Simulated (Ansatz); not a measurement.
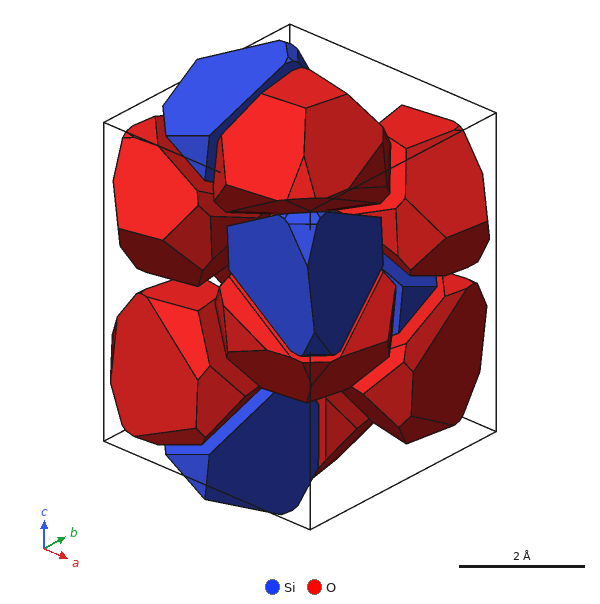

Computed Voronoi cells of the atoms in the unit cell of SiO2 (space group P4_12_12 (No. 92), a = 4.461 Å, b = 4.461 Å, c = 5.824 Å, α = 90.00°, β = 90.00°, γ = 90.00°), coloured by the element inside, shrunk a little to part them. Source: the geometry relaxed (final pressure about 20 GPa) with Ansatz 0.2.0, DFT, PAW plane waves, r2scan.

```tsv
site	Wyckoff	x	y	z
Si	4a	0.3511	0.3511	0.0000
O	8b	0.2183	0.2010	0.2288
```

Rank the elements by the mean volume of their Voronoi cells.

O: 11.2 Å³ per atom, 77 % of the volume; Si: 6.6 Å³ per atom, 23 % of the volume. The partition uses no radii, so it reflects positions alone and not ionic sizes.
